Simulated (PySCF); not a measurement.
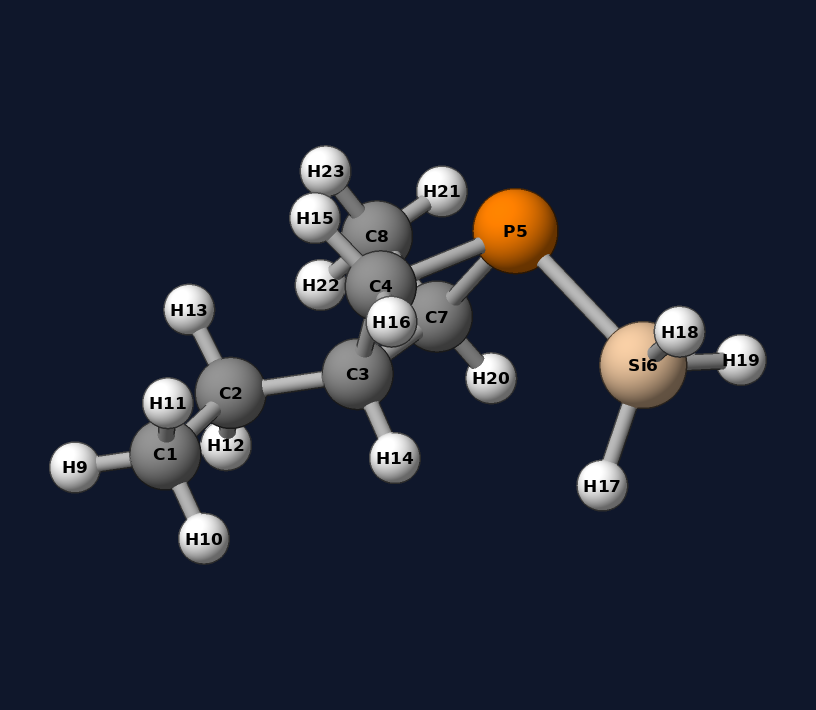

The computed structure is the end point of a GFN2-xTB optimisation. No frequency run is at hand to confirm it as a minimum. Properties computed with GIAO PBE0/pcSseg-1 NMR shielding, non-relativistic, gas phase (PySCF 2.14.0). Principal shieldings σ11 ≤ σ22 ≤ σ33, span Ω = σ33 − σ11, skew κ = 3(σiso − σ22)/Ω.

> Which C atom has the most anisotropic shielding?

C3, with a span of 48 ppm.

Give the shielding tensors of the C atoms.

```json
{"atom": "C1", "σ11": "160.4", "σ22": "175.3", "σ33": "188.0", "σiso": "174.6", "Ω": "27.6", "κ": "−0.08"}
{"atom": "C2", "σ11": "146.7", "σ22": "150.3", "σ33": "171.0", "σiso": "156.0", "Ω": "24.3", "κ": "0.70"}
{"atom": "C3", "σ11": "115.3", "σ22": "146.3", "σ33": "163.7", "σiso": "141.8", "Ω": "48.3", "κ": "−0.28"}
{"atom": "C4", "σ11": "147.5", "σ22": "163.6", "σ33": "188.8", "σiso": "166.7", "Ω": "41.3", "κ": "0.22"}
{"atom": "C7", "σ11": "142.6", "σ22": "150.7", "σ33": "171.4", "σiso": "154.9", "Ω": "28.8", "κ": "0.44"}
{"atom": "C8", "σ11": "155.3", "σ22": "168.0", "σ33": "181.7", "σiso": "168.3", "Ω": "26.4", "κ": "0.04"}
```

Shieldings and span in ppm.

The geometry is semi-empirical. Around P, Si such bond lengths and angles can be off by a tenth of an ångström or more and by several degrees, and values that hang on the shape move with them.
